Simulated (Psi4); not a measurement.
# SiH4 (silane) at CC3/cc-pVTZ

What is the energy change on altering one bond length of SiH4 (silane) at CC3/cc-pVTZ? 

Program for the calculation: Psi4 1.11.

## (1) The system as given

The species is SiH4 (5 atoms), meant as a singlet with charge 0. As SMILES, `[SiH4]`. Geometry: relaxed at PBE0-D4/def2-TZVP.

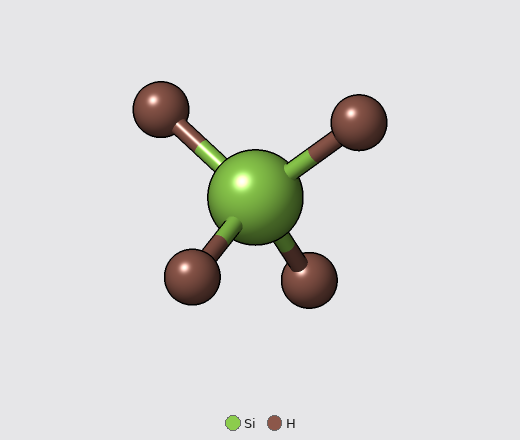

The structure, seen from a chosen angle (silicon green, hydrogen brown).

## (2) The energy at CC3/cc-pVTZ

The input, h4si.inp:

```
memory 1600 mb

molecule molecule1 {
  Si
  H 1 r2
  H 1 r3 2 a3
  H 1 r4 2 a4 3 d4
  H 1 r5 4 a5 2 d5

  r2 = 1.484596
  r3 = 1.484602
  a3 = 109.45802
  r4 = 1.484553
  a4 = 109.4747
  d4 = -119.99887
  r5 = 1.484636
  a5 = 109.47908
  d5 = 120.00375
  symmetry c1
}

set {
  basis cc-pVTZ
  puream true
  e_convergence 1e-09
  d_convergence 1e-08
  scf_type pk
  num_frozen_docc 5
}

e_tot = energy("cc3")
print_variables()
```

Launch:

```sh
$ psi4 -i h4si.inp -o h4si.out -n 1
```

h4si.out:

```text
[...]
  Running in c1 symmetry.
[...]
  Nuclear repulsion =   21.270587480828532
[...]
  Multiplicity = 1
[...]
  Nalpha       = 9
  Nbeta        = 9
[...]
    Number of basis functions: 90
[...]
   @RHF iter   1:  -291.23244544805738   -4.73326e-01   1.74341e-03 ADIIS/DIIS
[...]
   @RHF iter   8:  -291.26051242477320   -6.25278e-12   1.63580e-09 DIIS
[...]
    Orbital Energies [Eh]
    ---------------------
    Doubly Occupied:
       1A    -68.776888     2A     -6.126016     3A     -4.232013
       4A     -4.232012     5A     -4.232012     6A     -0.730100
       7A     -0.485842     8A     -0.485818     9A     -0.485800
[...]
  @RHF Final Energy:  -291.26051242477320
   => Energetics <=
    Nuclear Repulsion Energy =             21.2705874808285316
    One-Electron Energy =                -445.4891954160970613
    Two-Electron Energy =                 132.9580955104954114
    Total Energy =                       -291.2605124247731396
[...]
 Multipole Moments:
 ------------------------------------------------------------------------------------
     Multipole            Electronic (a.u.)      Nuclear  (a.u.)        Total (a.u.)
 ------------------------------------------------------------------------------------
 L = 1.  Multiply by 2.5417464519 to convert [e a0] to [Debye]
 Dipole X            :         -0.0002818            0.0001718           -0.0001100
 Dipole Y            :         -0.0004392            0.0002782           -0.0001610
 Dipole Z            :         -0.0003868            0.0002458           -0.0001410
 Magnitude           :                                                    0.0002407
[...]
      * MP2 total energy                      = -291.403696379168196
[...]
```

It took 2 min on 1 thread of Intel Xeon Platinum 8259CL at 2.50GHz (Skylake/Cascade Lake), shared host; peak memory 0.86 GiB.

## (3) The distorted shape, same level

The input, h4si.xyz:

```xyz
5
H4Si
Si    -0.374786    -1.106999     0.211172
H      0.592814    -1.795399     1.102172
H     -1.705786    -1.062099     0.867272
H     -0.479886    -1.847299    -1.071328
H      0.468500     1.383800    -0.264200
```

The input, run.py:

```python
import numpy as np
from ase.calculators.psi4 import Psi4
from ase.io import read

mol = read('h4si.xyz')
calc = Psi4(atoms=mol, method='cc3', basis='cc-pVTZ', memory='1600MB', num_threads=1, charge=0, multiplicity=1, label='h4si', reference='rhf')
calc.psi4.set_options({'puream': True, 'e_convergence': 1e-09, 'd_convergence': 1e-08, 'scf_type': 'pk', 'num_frozen_docc': 5})
mol.calc = calc

print(f'energy: {mol.get_potential_energy():.6f} eV')
```

Launch:

```sh
$ python run.py
```

h4si.dat:

```text
[...]
  Running in c1 symmetry.
[...]
  Nuclear repulsion =   18.856460804808734
[...]
  Multiplicity = 1
[...]
  Nalpha       = 9
  Nbeta        = 9
[...]
    Number of basis functions: 90
[...]
   @RHF iter   1:  -291.08854866312970   -5.80826e-01   1.70781e-03 DIIS/ADIIS
[...]
   @RHF iter   9:  -291.12244351865507   -4.43379e-12   3.31988e-09 DIIS
[...]
    Orbital Energies [Eh]
    ---------------------
    Doubly Occupied:
       1A    -68.848669     2A     -6.190671     3A     -4.296384
       4A     -4.296068     5A     -4.296068     6A     -0.735462
       7A     -0.515827     8A     -0.515788     9A     -0.339746
[...]
  @RHF Final Energy:  -291.12244351865507
   => Energetics <=
    Nuclear Repulsion Energy =             18.8564608048087337
    One-Electron Energy =                -439.8884435079284572
    Two-Electron Energy =                 129.9095391844646770
    Total Energy =                       -291.1224435186550750
[...]
 Multipole Moments:
 ------------------------------------------------------------------------------------
     Multipole            Electronic (a.u.)      Nuclear  (a.u.)        Total (a.u.)
 ------------------------------------------------------------------------------------
 L = 1.  Multiply by 2.5417464519 to convert [e a0] to [Debye]
 Dipole X            :         -0.6205403            0.3068421           -0.3136982
 Dipole Y            :         -1.8329032            0.9063142           -0.9265890
 Dipole Z            :          0.3492276           -0.1725617            0.1766659
 Magnitude           :                                                    0.9940748
[...]
      * MP2 total energy                      = -291.273342276038477
[...]
```

On the terminal:

```text
energy: -7927.310004 eV
```

It took 2.3 min on 1 thread of Intel Xeon Platinum 8259CL at 2.50GHz (Skylake/Cascade Lake), shared host; peak memory 0.88 GiB.

## (4) Summary of results

At CC3/cc-pVTZ, 5 core orbitals frozen:

| quantity | value |
| --- | --- |
| first shape: ground-state or mean-field energy | -291.43744 Eh |
| first shape: HOMO energy (Hartree–Fock orbitals) | -13.22 eV |
| first shape: LUMO energy (Hartree–Fock orbitals) | 4.18 eV |
| first shape: HOMO–LUMO gap (Hartree–Fock orbitals) | 17.40 eV |
| first shape: correlation energy (5 core orbitals frozen) | -176.9 mEh |
| first shape: T1 diagnostic | 0.011 |
| distorted shape: ground-state or mean-field energy | -291.32327 Eh |
| distorted shape: HOMO energy (Hartree–Fock orbitals) | -9.24 eV |
| distorted shape: LUMO energy (Hartree–Fock orbitals) | 0.34 eV |
| distorted shape: HOMO–LUMO gap (Hartree–Fock orbitals) | 9.58 eV |
| distorted shape: correlation energy (5 core orbitals frozen) | -200.8 mEh |
| distorted shape: T1 diagnostic | 0.033 |
| energy change with the Si1–H5 bond stretched from 1.485 to 2.672 Å | 3.107 eV |

In words: One bond (distorted shape) is far stretched, which a spin-restricted single reference describes badly; a broken-symmetry solution may lie lower. With the Si1–H5 bond stretched from 1.485 to 2.672 Å the energy rises by 3.11 eV (72 kcal/mol). The first shape isn't relaxed at this level, so the change isn't measured from a minimum. A restricted reference can't describe the breaking bond well at this length. The T1 diagnostic (distorted shape) of 0.033 is above the customary mark for such species, so a single reference may not serve.
